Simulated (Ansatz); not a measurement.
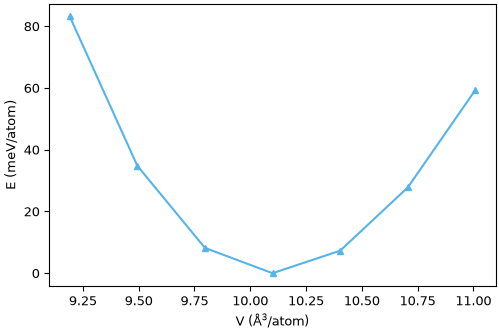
Co3Si in space group P6_3/mmc (No. 194; Co on 6h, Si on 2c) under volume change, PBEsol (plane waves, PAW; program Ansatz), shape and atoms relaxed at each volume.

Task: What does a third-order Birch–Murnaghan fit give for V₀, B₀ and B′?

Result: V₀ = 10.10 Å³/atom, B₀ = 273 GPa, B′ = 4.6.

The first step of the workflow began from a Materials Project structure, measured or hypothetical; the Crystallography Open Database copy checked does not list it. Whether it is the stable phase at ambient conditions was not checked. Symmetry was held in the PBEsol relaxation; its stability against distortions is not shown here. The run is not spin-polarised.

Potentials: the later of the program's two PAW sets.
